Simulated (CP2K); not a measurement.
# GFN2-xTB run of C3H5F (SMILES C/C=C\F)

Aim: the vertical ionisation energy of C3H5F at GFN2-xTB, from 2 runs. 

Program for the calculation: CP2K 2026.2.

5 further runs of the same task are left out: 1 that didn't finish, 4 set aside as unsound or not needed.

## Step 1: The structure to begin with

The species is C3H5F (9 atoms), meant as a singlet with charge 0. SMILES: `C/C=C\F`. The coordinates come from a PBE0-D4/def2-TZVP relaxation.

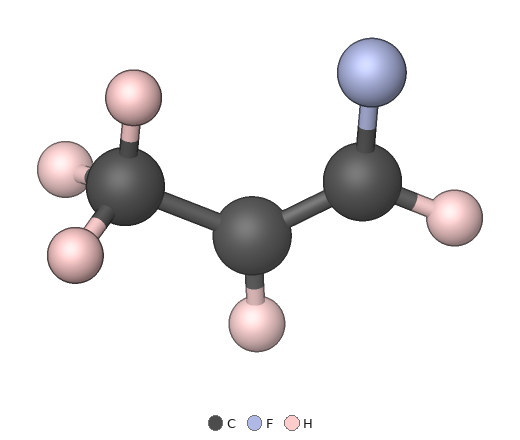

Viewed from a chosen angle; carbon dark grey, fluorine light blue, hydrogen pink.

## Step 2: The energy at GFN2-xTB

molecule.inp reads:

```
&GLOBAL
  PROJECT molecule
  RUN_TYPE ENERGY
  PRINT_LEVEL MEDIUM
&END GLOBAL
&FORCE_EVAL
  METHOD QUICKSTEP
  &DFT
    CHARGE 0
    MULTIPLICITY 1
    &QS
      METHOD XTB
      EPS_DEFAULT 1.0E-10
      &XTB
        GFN_TYPE TBLITE
        &TBLITE
          METHOD GFN2
        &END TBLITE
        CHECK_ATOMIC_CHARGES F
      &END XTB
    &END QS
    &POISSON
      PERIODIC NONE
      POISSON_SOLVER ANALYTIC
    &END POISSON
    &SCF
      SCF_GUESS ATOMIC
      EPS_SCF 1.0E-06
      MAX_SCF 150
      ADDED_MOS 8
      &DIAGONALIZATION
        ALGORITHM STANDARD
      &END DIAGONALIZATION
      &MIXING
        METHOD DIRECT_P_MIXING
        ALPHA 0.4
      &END MIXING
    &END SCF
    &PRINT
      &MOMENTS
        PERIODIC F
        REFERENCE COM
        MAX_MOMENT 1
      &END MOMENTS
      &MO ON
        ENERGIES T
        OCCUPATION_NUMBERS T
        NDIGITS 6
        &EACH
          QS_SCF 0
        &END EACH
        ADD_LAST NUMERIC
      &END MO
      &HIRSHFELD OFF
      &END HIRSHFELD
    &END PRINT
  &END DFT
  &SUBSYS
    &CELL
      ABC [angstrom] 11.2 10.7 11.7
      PERIODIC NONE
    &END CELL
    &COORD
      UNIT bohr
      C     -0.7462528     1.1328908    -1.6854467
      C     -0.7362373    -0.5907284     0.5376271
      C      1.2479751    -1.1361033     1.9477407
      F      3.5439924    -0.1570362     1.5032771
      H     -1.3634374     0.1353044    -3.3875231
      H     -2.0637699     2.6994738    -1.3965076
      H      1.1241981     1.9182610    -2.0386365
      H     -2.4900921    -1.5011984     1.0852697
      H      1.2453295    -2.3920153     3.5642124
    &END COORD
    &TOPOLOGY
      &CENTER_COORDINATES
      &END CENTER_COORDINATES
    &END TOPOLOGY
  &END SUBSYS
&END FORCE_EVAL
```

On the command line:

```
$ OMP_NUM_THREADS=1 cp2k.psmp molecule.inp > molecule.out
```

Log:

```text
CP2K| version string:                                       CP2K version 2026.2
[...]
 GLOBAL| Method name                                                        CP2K
[...]
 GLOBAL| Run type                                                         ENERGY
[...]
                             - Atoms:                                          9
[...]
                             - Spherical basis functions:                     21
[...]
 Number of electrons:                                                         24
[...]
  *** SCF run converged in    11 steps ***
[...]
  Fermi energy:                                                -0.24729052478710
[...]
 TB_DIPOLE| Moment [Debye]         -1.78662936      -0.23513261      -0.33262927
 TB_DIPOLE| Derivative [a.u.]       0.00000000       0.00000000       0.00000000
[...]
 ENERGY| Total FORCE_EVAL ( QS ) energy [hartree]            -13.670647472627222
[...]
```

Run time: 0.86 s. Hardware: 1 thread of AMD EPYC 9R45 (Zen 5), shared host; peak memory 0.19 GiB.

## Step 3: The doublet cation, same level

mol.inp reads:

```
&GLOBAL
   PROJECT mol
   RUN_TYPE ENERGY
   PRINT_LEVEL MEDIUM
&END GLOBAL
&FORCE_EVAL
   METHOD QS
   &DFT
      CHARGE 1
      MULTIPLICITY 2
      UKS T
      &QS
         METHOD XTB
         EPS_DEFAULT 1.0E-10
         &XTB
            GFN_TYPE TBLITE
            &TBLITE
               METHOD GFN2
            &END TBLITE
            CHECK_ATOMIC_CHARGES F
         &END XTB
      &END QS
      &POISSON
         PERIODIC NONE
         POISSON_SOLVER ANALYTIC
      &END POISSON
      &SCF
         SCF_GUESS ATOMIC
         EPS_SCF 1.0E-06
         MAX_SCF 150
         ADDED_MOS 4
         &DIAGONALIZATION
            ALGORITHM STANDARD
         &END DIAGONALIZATION
         &MIXING
            METHOD DIRECT_P_MIXING
            ALPHA 0.4
         &END MIXING
         &SMEAR ON
            METHOD FERMI_DIRAC
            ELECTRONIC_TEMPERATURE [K] 300
         &END SMEAR
      &END SCF
      &PRINT
         &MOMENTS
            PERIODIC F
            REFERENCE COM
            MAX_MOMENT 1
         &END MOMENTS
         &MO ON
            ENERGIES T
            OCCUPATION_NUMBERS T
            NDIGITS 6
            &EACH
               QS_SCF 0
            &END EACH
            ADD_LAST NUMERIC
         &END MO
         &HIRSHFELD OFF
         &END HIRSHFELD
      &END PRINT
   &END DFT
   &SUBSYS
      &CELL
         ABC [angstrom] 11.2 10.7 11.7
         PERIODIC NONE
      &END CELL
      &COORD
         UNIT bohr
         C     -0.7462528     1.1328908    -1.6854467
         C     -0.7362373    -0.5907284     0.5376271
         C      1.2479751    -1.1361033     1.9477407
         F      3.5439924    -0.1570362     1.5032771
         H     -1.3634374     0.1353044    -3.3875231
         H     -2.0637699     2.6994738    -1.3965076
         H      1.1241981     1.9182610    -2.0386365
         H     -2.4900921    -1.5011984     1.0852697
         H      1.2453295    -2.3920153     3.5642124
      &END COORD
      &TOPOLOGY
         &CENTER_COORDINATES
         &END CENTER_COORDINATES
      &END TOPOLOGY
   &END SUBSYS
&END FORCE_EVAL
```

On the command line:

```
$ OMP_NUM_THREADS=1 cp2k.psmp mol.inp > mol.out
```

Log:

```text
CP2K| version string:                                       CP2K version 2026.2
[...]
 GLOBAL| Method name                                                        CP2K
[...]
 GLOBAL| Run type                                                         ENERGY
[...]
                             - Atoms:                                          9
[...]
                             - Spherical basis functions:                     21
[...]
 Number of electrons:                                                         12
[...]
  *** SCF run converged in    16 steps ***
[...]
  Fermi energy:                                                -0.66789867691204
[...]
 TB_DIPOLE| Moment [Debye]         -4.02891501       0.03958107      -1.48031881
 TB_DIPOLE| Derivative [a.u.]       0.00000000       0.00000000       0.00000000
[...]
 ENERGY| Total FORCE_EVAL ( QS ) energy [hartree]            -13.134975052154996
[...]
```

Wall time 0.9 s (1 thread of AMD EPYC 9R45 (Zen 5), shared host); peak memory 0.19 GiB.

## Step 4: Outcome

Level: GFN2-xTB.

| quantity | value |
| --- | --- |
| singlet C3H5F: total energy | -13.67065 Eh |
| singlet C3H5F: dipole moment (from atomic charges alone) | 1.83 D |
| singlet C3H5F: HOMO energy | -11.05 eV |
| singlet C3H5F: LUMO energy | -5.83 eV |
| singlet C3H5F: HOMO–LUMO gap | 5.22 eV |
| doublet cation: total energy | -13.13498 Eh |
| doublet cation: HOMO energy (highest over α and β) | -18.33 eV |
| doublet cation: LUMO energy (lowest over α and β) | -18.02 eV |
| vertical ionisation energy (to the doublet cation) | 14.576 eV |

**Reading.** Removing an electron at fixed nuclei costs 14.58 eV (336 kcal/mol). xTB total energies overstate such differences by several eV unless an empirical shift is taken off; none is applied here. The dipole (singlet C3H5F) comes from point charges on the atoms alone, without atomic dipoles, so it is partial.
